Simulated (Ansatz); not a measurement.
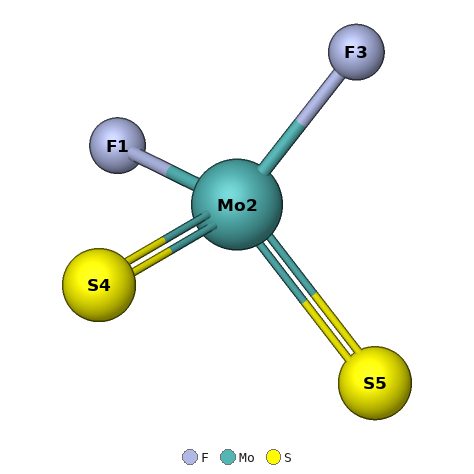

The species is neutral and a spin singlet. Harmonic vibrations computed with RKS PBE0-D4/def2-TZVP, core potentials on Mo (Ansatz 0.2.0) at a stationary point of the same level.

> How many imaginary frequencies does it have?

A minimum: no imaginary frequency, and the lowest mode lies at 183 cm⁻¹.

> How many vibrational modes are there, and where do they lie?

9 modes: 183, 190, 205, 207, 223, 588, 606, 704, 726 cm⁻¹.
